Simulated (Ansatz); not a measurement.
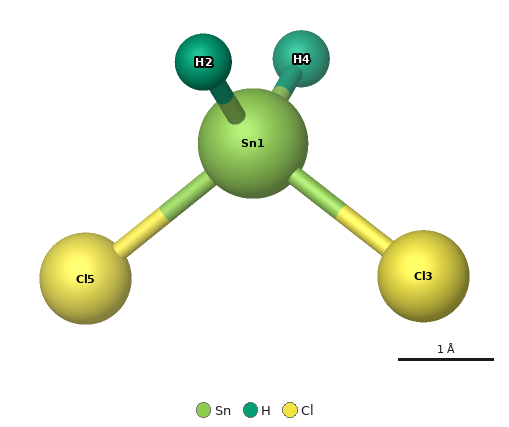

**Figure 1.** The input geometry (ball-and-stick view, seen at a tilt; atoms are numbered from 1 in the order of the input). Sticks mark near contacts.

# Nudged elastic band of SnH2Cl2

The run: nudged elastic band of SnH2Cl2. Method and program: RKS PBE-D4/def2-SVP (Ansatz 0.2.0).

It belongs to a series of runs on one base structure; here: band between the two ends. Figures and captions count atoms from 1; the log counts them from 0 in places.

Log:
```
Engine: ansatz 0.2.0, aarch64-unknown-linux-gnu
Functional definition: PBE
  parameter kappa = 0.804
  parameter beta = 0.06672455060314922
  exchange = pbe_x(kappa = kappa, mu = beta*pi^2/3)
  correlation = pbe_c(beta = beta)
797 factors; their error is unknown
mean field evaluation 1: about -30891.7697 eV, gradient 1.9e1 eV
mean field evaluation 2: about -30890.6478 eV, gradient 2.8e1 eV
mean field evaluation 4: about -30892.7713 eV, gradient 7.1e-1 eV
mean field evaluation 8: about -30892.7491 eV, gradient 5.6e-2 eV
mean field -30892.74908039 eV, -1135.2875888469 hartree, gradient 2.6e-5 eV, S^2 0.000000; 0 other end points of the search recorded, 0 dependent functions left out
the calculation of the forces begins
reference -30892.74911470 eV, -1135.2875901077 hartree; 29, 29 occupied and 43, 43 virtual orbitals, 797 factors
797 factors; their error is unknown
mean field evaluation 16: about -30891.3215 eV, gradient 1.7e1 eV
mean field -30892.24705211 eV, -1135.2691396480 hartree, gradient 2.8e-5 eV, S^2 0.000000; 0 other end points of the search recorded, 0 dependent functions left out
[... from here on the field's lines of each further geometry are left out, up to the last ...]
NEB iter   1: max|band force component| = 3.630e0 eV/Å  barrier→ = 2.4833 eV  barrier← = 2.0034 eV  Δτ_max = 0.1959 Å  (228 SCF iters)
NEB iter   2: max|band force component| = 2.100e0 eV/Å  barrier→ = 1.6593 eV  barrier← = 1.1795 eV  Δτ_max = 0.1930 Å  (205 SCF iters)
NEB iter   3: max|band force component| = 1.303e0 eV/Å  barrier→ = 1.5930 eV  barrier← = 1.1132 eV  Δτ_max = 0.1909 Å  (192 SCF iters)
NEB iter   4: max|band force component| = 1.274e0 eV/Å  barrier→ = 1.5689 eV  barrier← = 1.0891 eV  Δτ_max = 0.1968 Å  (202 SCF iters)
NEB iter   5: max|band force component| = 2.409e0 eV/Å  barrier→ = 1.6086 eV  barrier← = 1.1288 eV  Δτ_max = 0.1000 Å  (194 SCF iters)
NEB iter   6: max|band force component| = 2.048e0 eV/Å  barrier→ = 1.6079 eV  barrier← = 1.1280 eV  Δτ_max = 0.0995 Å  (183 SCF iters)
NEB iter   7: max|band force component| = 9.454e-1 eV/Å  barrier→ = 1.5025 eV  barrier← = 1.0227 eV  Δτ_max = 0.2000 Å  (178 SCF iters)
NEB iter   8: max|band force component| = 7.925e-1 eV/Å  barrier→ = 1.4081 eV  barrier← = 0.9282 eV  Δτ_max = 0.1982 Å  (193 SCF iters)
NEB iter   9: max|band force component| = 9.010e-1 eV/Å  barrier→ = 1.4609 eV  barrier← = 0.9811 eV  Δτ_max = 0.0995 Å  (184 SCF iters)
NEB iter  10: max|band force component| = 8.320e-1 eV/Å  barrier→ = 1.4064 eV  barrier← = 0.9266 eV  CI = image 2  Δτ_max = 0.0998 Å  (183 SCF iters)
NEB iter  11: max|band force component| = 4.567e-1 eV/Å  barrier→ = 1.5172 eV  barrier← = 1.0373 eV  CI = image 2  Δτ_max = 0.0999 Å  (187 SCF iters)
NEB iter  12: max|band force component| = 3.543e-1 eV/Å  barrier→ = 1.5168 eV  barrier← = 1.0370 eV  CI = image 2  Δτ_max = 0.0991 Å  (182 SCF iters)
NEB iter  13: max|band force component| = 8.218e-2 eV/Å  barrier→ = 1.5145 eV  barrier← = 1.0347 eV  CI = image 2  Δτ_max = 0.1989 Å  (176 SCF iters)
NEB iter  14: max|band force component| = 1.644e-1 eV/Å  barrier→ = 1.5140 eV  barrier← = 1.0342 eV  CI = image 2  Δτ_max = 0.0981 Å  (176 SCF iters)
NEB iter  15: max|band force component| = 5.117e-2 eV/Å  barrier→ = 1.5140 eV  barrier← = 1.0341 eV  CI = image 2  Δτ_max = 0.0425 Å  (166 SCF iters)
the calculation of the forces begins
reference -30892.14482266 eV, -1135.2653827848 hartree; 29, 29 occupied and 43, 43 virtual orbitals, 797 factors
797 factors; their error is unknown
mean field -30891.23749622 eV, -1135.2320391531 hartree, gradient 2.7e-5 eV, S^2 0.000000; 1 other end points of the search recorded, 0 dependent functions left out
the calculation of the forces begins
reference -30891.23752997 eV, -1135.2320403935 hartree; 29, 29 occupied and 43, 43 virtual orbitals, 797 factors
NEB iter  16: max|band force component| = 2.319e-2 eV/Å  barrier→ = 1.5140 eV  barrier← = 1.0341 eV  CI = image 2  Δτ_max = 0.0000 Å  (326 SCF iters)
```

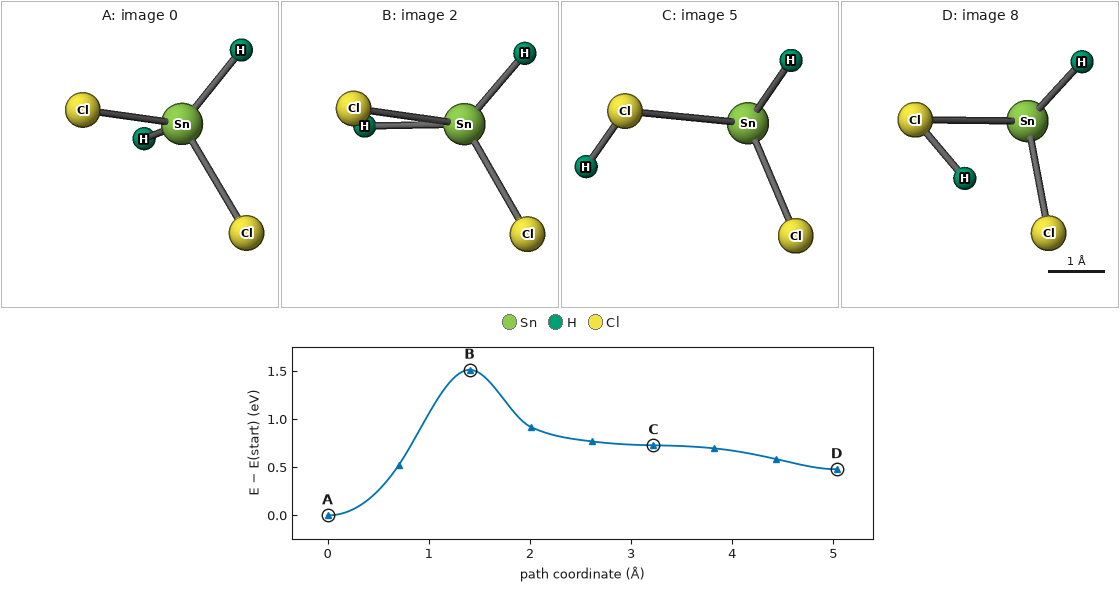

**Figure 2.** Images of the last band (counted from 0; ball-and-stick, seen at a tilt) above the energy along the path; the line is a cubic interpolation that uses the forces. The highest image is number 2, 1.514 eV above the start and 1.034 eV above the end (the climbing image); the end lies 0.480 eV above the start. The path is 5.04 Å long. The band converged in 16 iterations.

```
Total energy: -30891.36146361 eV, -1135.2365948709 hartree
Atom 0 at    -0.301132     0.074677     0.398149 Å, force    -0.000344    -0.003046     0.001095 eV/Å
Atom 1 at     0.938808    -0.092503     1.686874 Å, force    -0.001601     0.000267    -0.001268 eV/Å
Atom 2 at     2.340198    -0.013047     0.524802 Å, force     0.002162    -0.000010     0.000144 eV/Å
Atom 3 at    -0.569758     1.361481    -0.751342 Å, force    -0.000469     0.001213    -0.000959 eV/Å
Atom 4 at    -0.931217    -1.877409    -0.813185 Å, force     0.000251     0.001577     0.000988 eV/Å
Dipole moment:    -0.346261     0.377488     0.273483 e Å
this run last wrote the band of iteration 16 to [file]
```

The last band as extended XYZ (Å, eV, eV/Å):
```
5
Properties=species:S:1:pos:R:3:forces:R:3 image=0 energy=-30892.87540
Sn    0.1911    0.0430    0.3180    0.0169  -0.0202  -0.0175
H    -0.0051   -0.0746    2.0230   -0.0036   0.0035  -0.0035
Cl    2.5092   -0.0280   -0.1431   -0.0035   0.0089   0.0067
H    -0.4613    1.4073   -0.5017   -0.0020   0.0012   0.0067
Cl   -0.7570   -1.8944   -0.6509   -0.0078   0.0066   0.0075
5
Properties=species:S:1:pos:R:3:forces:R:3 image=1 energy=-30892.35346
Sn    0.0338    0.0535    0.2976    0.7844  -0.0511  -0.2286
H     0.4846   -0.0943    1.9258   -1.0437  -0.0086   0.5493
Cl    2.4332   -0.0005    0.2316    0.2222   0.0259  -0.7130
H    -0.5721    1.3539   -0.6600   -0.0155  -0.0158   0.2305
Cl   -0.9025   -1.8594   -0.7497    0.0525   0.0496   0.1618
5
Properties=species:S:1:pos:R:3:forces:R:3 image=2 energy=-30891.36143
Sn   -0.3011    0.0747    0.3981   -0.0003  -0.0030   0.0011
H     0.9388   -0.0925    1.6869   -0.0016   0.0003  -0.0013
Cl    2.3402   -0.0130    0.5248    0.0022   0.0000   0.0001
H    -0.5698    1.3615   -0.7513   -0.0005   0.0012  -0.0010
Cl   -0.9312   -1.8774   -0.8132    0.0003   0.0016   0.0010
5
Properties=species:S:1:pos:R:3:forces:R:3 image=3 energy=-30891.95630
Sn   -0.6531    0.1211    0.4607   -0.3374   0.0456   0.0493
H     1.3728   -0.1143    1.6328    0.3920  -0.0238  -0.0438
Cl    2.3134   -0.0137    0.6884   -0.0300   0.0004   0.1878
H    -0.5853    1.3238   -0.8670   -0.0043  -0.0343  -0.1151
Cl   -0.9708   -1.8638   -0.8696   -0.0203   0.0121  -0.0782
5
Properties=species:S:1:pos:R:3:forces:R:3 image=4 energy=-30892.10640
Sn   -0.8634    0.1889    0.4128   -0.0615   0.0037   0.0040
H     1.7940   -0.2697    1.8701    0.1224  -0.0351   0.0456
Cl    2.1367    0.0710    0.6633   -0.0589   0.0219   0.0196
H    -0.5731    1.2952   -0.9804    0.0050  -0.0012  -0.0560
Cl   -1.0173   -1.8322   -0.9205   -0.0069   0.0108  -0.0133
5
Properties=species:S:1:pos:R:3:forces:R:3 image=5 energy=-30892.14629
Sn   -0.9751    0.3884    0.4383   -0.0119  -0.0033  -0.0077
H     2.0076   -0.7168    1.6242    0.0027  -0.0087  -0.0052
Cl    2.0069    0.2121    0.7135    0.0038   0.0024   0.0057
H    -0.4798    1.3276   -1.0283   -0.0028  -0.0065  -0.0026
Cl   -1.0827   -1.7580   -0.7024    0.0082   0.0161   0.0098
5
Properties=species:S:1:pos:R:3:forces:R:3 image=6 energy=-30892.17821
Sn   -0.9170    0.6186    0.5089   -0.0075   0.0139   0.0012
H     1.8259   -1.0474    1.1870   -0.0391  -0.0364  -0.0593
Cl    2.0647    0.1694    0.7911   -0.0005   0.0185   0.0365
H    -0.4573    1.3678   -1.0715   -0.0013  -0.0008  -0.0184
Cl   -1.0395   -1.6552   -0.3702    0.0484   0.0048   0.0400
5
Properties=species:S:1:pos:R:3:forces:R:3 image=7 energy=-30892.28830
Sn   -0.8015    0.7546    0.6459    0.0130   0.0366   0.0078
H     1.5241   -1.1409    0.7002   -0.1338   0.0013  -0.1318
Cl    2.1087    0.0301    0.8082   -0.0036  -0.0049   0.0720
H    -0.4632    1.4027   -1.0081    0.0073  -0.0133  -0.0133
Cl   -0.8912   -1.5933   -0.1008    0.1171  -0.0197   0.0653
5
Properties=species:S:1:pos:R:3:forces:R:3 image=8 energy=-30892.39557
Sn   -0.6414    0.8369    0.7638    0.0021   0.0189   0.0044
H     1.1334   -1.0591    0.3791   -0.0091  -0.0175  -0.0044
Cl    2.0426   -0.0823    0.7617    0.0130   0.0182   0.0058
H    -0.3896    1.3738   -0.9429   -0.0006   0.0001   0.0009
Cl   -0.6682   -1.6160    0.0835   -0.0055  -0.0197  -0.0067
```

The run was set up as follows.

Input:
```yaml
crystal:
  periodic: [false, false, false]
  atoms:
    - { symbol: Sn, position_ang: [0.191055, 0.042953, 0.318017] }
    - { symbol: H, position_ang: [-0.005059, -0.074583, 2.023018] }
    - { symbol: Cl, position_ang: [2.509198, -0.028019, -0.143066] }
    - { symbol: H, position_ang: [-0.461271, 1.407289, -0.501726] }
    - { symbol: Cl, position_ang: [-0.757024, -1.894441, -0.650945] }
basis:
  gaussian: { orbitals: def2-SVP }
hamiltonian:
  xc: pbe
  dispersion: d4
neb:
  order_check: false
  images: 7
  f_tol: 0.03
  max_iterations: 60
  final_atoms:
    - { symbol: Sn, position_ang: [-0.64136383, 0.83687867, 0.76382838] }
    - { symbol: H, position_ang: [1.13337938, -1.05911501, 0.37907874] }
    - { symbol: Cl, position_ang: [2.04262993, -0.08234866, 0.76174033] }
    - { symbol: H, position_ang: [-0.38956301, 1.37382373, -0.94289824] }
    - { symbol: Cl, position_ang: [-0.66818346, -1.61603972, 0.08354879] }
  initial_path:
    images:
      - { positions_ang: [[0.191055, 0.042953, 0.318017], [-0.005059, -0.074583, 2.023018], [2.509198, -0.028019, -0.143066], [-0.461271, 1.407289, -0.501726], [-0.757024, -1.894441, -0.650945]] }
      - { positions_ang: [[0.14313291, 0.03213855, 0.23869708], [0.22757179, -0.05625952, 1.94360296], [2.50919002, -0.01996039, 0.071972], [-0.55207482, 1.41012775, -0.51993455], [-0.8509209, -1.91284739, -0.68903949]] }
      - { positions_ang: [[0.09521082, 0.02132409, 0.15937716], [0.46020257, -0.03793604, 1.86418792], [2.50918204, -0.01190178, 0.28700999], [-0.64287864, 1.4129665, -0.5381431], [-0.94481779, -1.93125377, -0.72713398]] }
      - { positions_ang: [[0.04728873, 0.01050964, 0.08005724], [0.69283336, -0.01961256, 1.78477289], [2.50917406, -0.00384317, 0.50204799], [-0.73368246, 1.41580526, -0.55635165], [-1.03871469, -1.94966016, -0.76522847]] }
      - { positions_ang: [[-0.00063336, -0.00030482, 0.00073732], [0.92546414, -0.00128908, 1.70535785], [2.50916608, 0.00421544, 0.71708598], [-0.82448628, 1.41864401, -0.5745602], [-1.13261158, -1.96806654, -0.80332295]] }
      - { positions_ang: [[-0.16081598, 0.20899105, 0.19151008], [0.97744295, -0.26574557, 1.37378807], [2.39253204, -0.01742559, 0.72824957], [-0.71575547, 1.40743894, -0.66664471], [-1.01650455, -1.88005984, -0.58160502]] }
      - { positions_ang: [[-0.32099859, 0.41828693, 0.38228285], [1.02942176, -0.53020205, 1.04221829], [2.275898, -0.03906661, 0.73941316], [-0.60702465, 1.39623387, -0.75872922], [-0.90039752, -1.79205313, -0.35988708]] }
      - { positions_ang: [[-0.48118121, 0.6275828, 0.57305561], [1.08140057, -0.79465853, 0.71064852], [2.15926397, -0.06070764, 0.75057675], [-0.49829383, 1.3850288, -0.85081373], [-0.78429049, -1.70404643, -0.13816914]] }
      - { positions_ang: [[-0.64136383, 0.83687867, 0.76382838], [1.13337938, -1.05911501, 0.37907874], [2.04262993, -0.08234866, 0.76174033], [-0.38956301, 1.37382373, -0.94289824], [-0.66818346, -1.61603972, 0.08354879]] }
```

Command:
```bash
ansatz run input.yaml --threads 1 --pin off --max-ram 2048MiB --backend cpu --events-out ev --progress --plain --runs-dir out
```

Results in brief:

| quantity | value |
| --- | --- |
| outcome | converged |
| barrier, forward | 1.514 eV |
| barrier, backward | 1.034 eV |
| hardware | 1 thread of Arm Neoverse V1, 24 GiB of memory available, shared host |
| wall time | 3.8 min |
| peak memory | 0.12 GiB |

Remarks:

The order of the saddle point was not checked.
